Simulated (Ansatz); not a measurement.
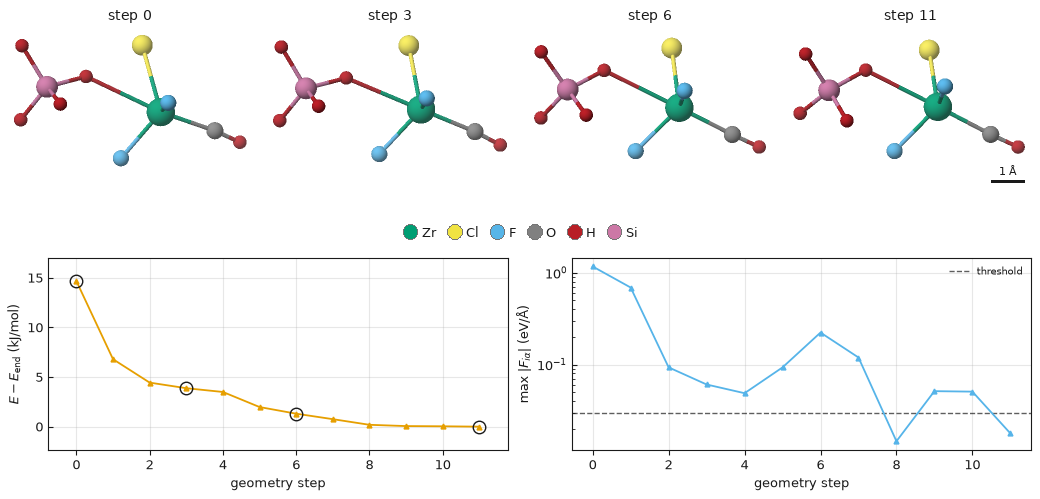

Frames of a relaxation of ZrSiH$_{5}$OClF$_{2}$, marked on the history of the run. Style: ball-and-stick. Shown at a tilt.

The run prepares an end point of a later path (reaction) calculation, from a guessed geometry.

Computed with RKS PBE-D4/def2-SVP in Ansatz.

The input:
```yaml
crystal:
  periodic: [false, false, false]
  atoms:
    - { symbol: Zr, position_ang: [-0.189358, 0.223092, 0.023555] }
    - { symbol: Cl, position_ang: [-0.366704, 0.501649, 2.48081] }
    - { symbol: F, position_ang: [1.576389, 0.530665, -0.640851] }
    - { symbol: O, position_ang: [-1.317595, 1.550322, -0.740361] }
    - { symbol: H, position_ang: [-1.999729, 2.1322, -1.107185] }
    - { symbol: F, position_ang: [-0.836601, -1.468195, -0.600175] }
    - { symbol: Si, position_ang: [1.777183, -2.738968, 1.385079] }
    - { symbol: H, position_ang: [0.833891, -3.881826, 1.145783] }
    - { symbol: H, position_ang: [2.701091, -2.573909, 0.212373] }
    - { symbol: H, position_ang: [2.566813, -2.964795, 2.642912] }
    - { symbol: H, position_ang: [0.99602, -1.493636, 1.57426] }
basis:
  gaussian: { orbitals: def2-SVP }
hamiltonian:
  xc: pbe
  dispersion: d4
relax:
  f_tol: 0.03
  max_steps: 50
output:
  orbitals: {}
```

Launched with:
```bash
ansatz run input.yaml --threads 4 --pin off --max-ram 5120MiB --backend cpu --events-out ev --progress --plain --runs-dir out
```

Q: What happens along the run?

A: The atom that moves furthest after the best rigid fit is H9 (0.63 Å). By element the largest moves are H 0.63 Å, F 0.55 Å, Cl 0.50 Å, O 0.22 Å, Zr 0.21 Å, Si 0.13 Å. Among the contacts that change: Zr1–Cl2 2.479 → 2.376 Å, Zr1–H11 2.599 → 2.566 Å, Si7–H11 1.482 → 1.515 Å, Zr1–F6 1.915 → 1.924 Å. Among the angles between lasting bonds that change: Zr1–O4–H5 171.4° → 177.2°, F3–Zr1–F6 109.9° → 112.4°. After 11 geometry steps the energy has fallen by 14.7 kJ/mol. Largest force component: 1.2 eV/Å at the start, 0.018 eV/Å at the end. The forces were under the threshold at step 8, but the run went on from there. Cost: 22 s on 4 threads of Arm Neoverse V2 (shared host), peak memory 0.21 GiB. From step 0 to 3: Cl2 moves most (0.23 Å), energy −10.8 kJ/mol. From step 3 to 6: H9 moves most (0.41 Å), energy −2.57 kJ/mol. From step 6 to 11: H9 moves most (0.23 Å), energy −1.31 kJ/mol.

| step | E − E(0), kJ/mol | largest force component, eV/Å |
| --- | --- | --- |
| 0 | 0.00 | 1.1711 |
| 1 | -7.88 | 0.6908 |
| 2 | -10.24 | 0.0932 |
| 3 | -10.80 | 0.0607 |
| 4 | -11.18 | 0.0488 |
| 5 | -12.70 | 0.0932 |
| 6 | -13.37 | 0.2232 |
| 7 | -13.92 | 0.1194 |
| 8 | -14.49 | 0.0146 |
| 9 | -14.62 | 0.0513 |
| 10 | -14.64 | 0.0507 |
| 11 | -14.68 | 0.0178 |
